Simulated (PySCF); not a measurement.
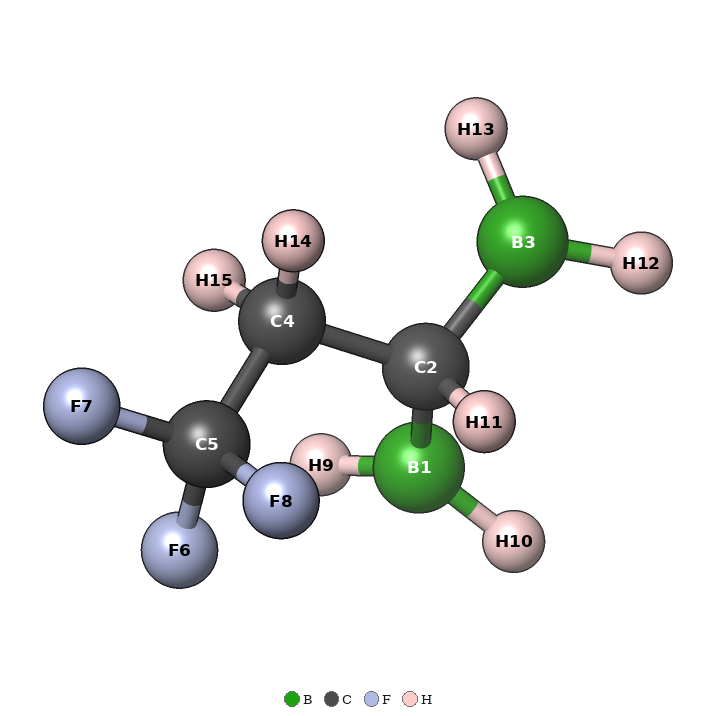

Computed geometry: GFN2-xTB optimisation. No frequency run is at hand to confirm it as a minimum. Electric field gradients from the ground-state density, B3LYP/pcJ-1 (PySCF 2.14.0), non-relativistic apart from any core potentials.

Give the largest field-gradient component, the quadrupole coupling constant and the asymmetry for 11B at B1 (Q = 40.59 mb), 11B at B3 (Q = 40.59 mb), 2H at H9 (Q = 2.86 mb), 2H at H10 (Q = 2.86 mb), 2H at H11 (Q = 2.86 mb), 2H at H12 (Q = 2.86 mb).

```json
{"atom": "B1", "V_zz (a.u.)": "0.606", "e²qQ/h (MHz)": "5.78", "η": "0.12"}
{"atom": "B3", "V_zz (a.u.)": "0.604", "e²qQ/h (MHz)": "5.76", "η": "0.11"}
{"atom": "H9", "V_zz (a.u.)": "0.235", "e²qQ/h (MHz)": "0.158", "η": "0.11"}
{"atom": "H10", "V_zz (a.u.)": "0.236", "e²qQ/h (MHz)": "0.159", "η": "0.12"}
{"atom": "H11", "V_zz (a.u.)": "0.293", "e²qQ/h (MHz)": "0.197", "η": "0.09"}
{"atom": "H12", "V_zz (a.u.)": "0.236", "e²qQ/h (MHz)": "0.158", "η": "0.12"}
```

The geometry is semi-empirical. Around B such bond lengths and angles can be off by a tenth of an ångström or more and by several degrees, and values that hang on the shape move with them.
